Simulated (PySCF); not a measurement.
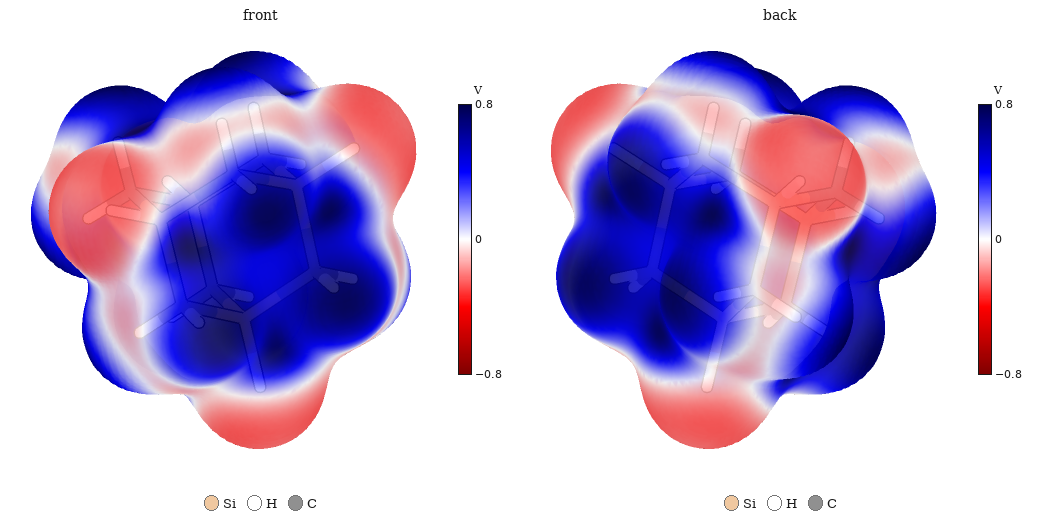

*C₆H₁₆Si₄ ((HSi)4CH26 adamantane). The molecular electrostatic potential painted on the density surface at 0.002 e/bohr³, seen from the front and from behind; the colour scale runs from red (negative) to blue (positive).*

Geometry: PBE0-D3(BJ)/def2-SVP.

The calculation used PBE0/pcSseg-1, SCF density, gas phase, non-relativistic (PySCF 2.14.0).

```yaml
atoms:
  - { symbol: Si, position_ang: [1.3502, -1.1489, 0.7004] }
  - { symbol: H, position_ang: [2.4138, -2.0511, 1.2537] }
  - { symbol: C, position_ang: [1.4753, 0.5692, 1.4716] }
  - { symbol: Si, position_ang: [0.1457, 1.7286, 0.8006] }
  - { symbol: H, position_ang: [0.2637, 3.0858, 1.4298] }
  - { symbol: C, position_ang: [0.3511, 1.8484, -1.0718] }
  - { symbol: Si, position_ang: [0.2084, 0.1552, -1.8933] }
  - { symbol: H, position_ang: [0.3763, 0.2759, -3.3798] }
  - { symbol: C, position_ang: [1.5348, -0.9762, -1.1697] }
  - { symbol: C, position_ang: [-1.4859, -0.5642, -1.4761] }
  - { symbol: Si, position_ang: [-1.7267, -0.7335, 0.3883] }
  - { symbol: H, position_ang: [-3.0787, -1.3090, 0.6928] }
  - { symbol: C, position_ang: [-0.3641, -1.8494, 1.0667] }
  - { symbol: C, position_ang: [-1.5434, 0.9732, 1.1731] }
  - { symbol: H, position_ang: [2.4731, 0.9942, 1.2638] }
  - { symbol: H, position_ang: [1.3815, 0.4919, 2.5689] }
  - { symbol: H, position_ang: [-0.4167, 2.5248, -1.4865] }
  - { symbol: H, position_ang: [1.3326, 2.2953, -1.3079] }
  - { symbol: H, position_ang: [1.4699, -1.9718, -1.6425] }
  - { symbol: H, position_ang: [2.5342, -0.5724, -1.4075] }
  - { symbol: H, position_ang: [-1.5981, -1.5526, -1.9552] }
  - { symbol: H, position_ang: [-2.2754, 0.0851, -1.8932] }
  - { symbol: H, position_ang: [-0.4531, -2.8542, 0.6177] }
  - { symbol: H, position_ang: [-0.4925, -1.9717, 2.1564] }
  - { symbol: H, position_ang: [-1.6767, 0.8919, 2.2662] }
  - { symbol: H, position_ang: [-2.3408, 1.6415, 0.8035] }
```

Describe the electrostatic potential map.

Answer. The most negative region (about −0.3 V) lies over H2, H5, H8 and H12, the most positive (about +0.8 V) over the H and Si atoms.

What dipole moment does the calculation give?

Answer. Its dipole moment is zero.
